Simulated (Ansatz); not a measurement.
## A computed series for hypothetical P4_2/mnm BAs: carrier doping

The reference is BAs (space group P4_2/mnm, No. 136; a = 5.837 Å, c = 3.362 Å; a hypothetical phase, not in the database extracts checked).

Carriers are added at fixed cell with a uniform background; the Fermi–Dirac width is that of 300 K.

Method: Kohn–Sham DFT with the PBEsol functional, run in Ansatz (a program for electronic structure) with PAW and 420 eV plane waves, without spin-orbit coupling.

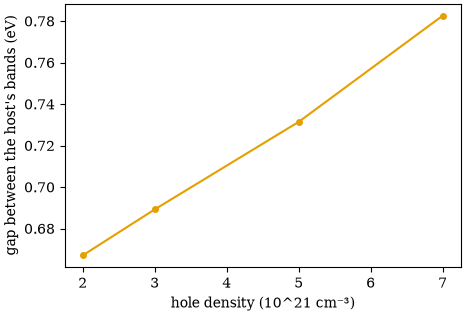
Figure. Gap between the host's bands against hole density

| hole density (10^21 cm⁻³) | gap between the host's bands |
|---|---|
| 2 | 0.67 eV |
| 3 | 0.69 eV |
| 5 | 0.73 eV |
| 7 | 0.78 eV |

Charged cell with a jellium background: band edges are those of the host's band count, energies are not comparable with the neutral cell, and many-body gap narrowing is missing. No phonon test of stability was made.
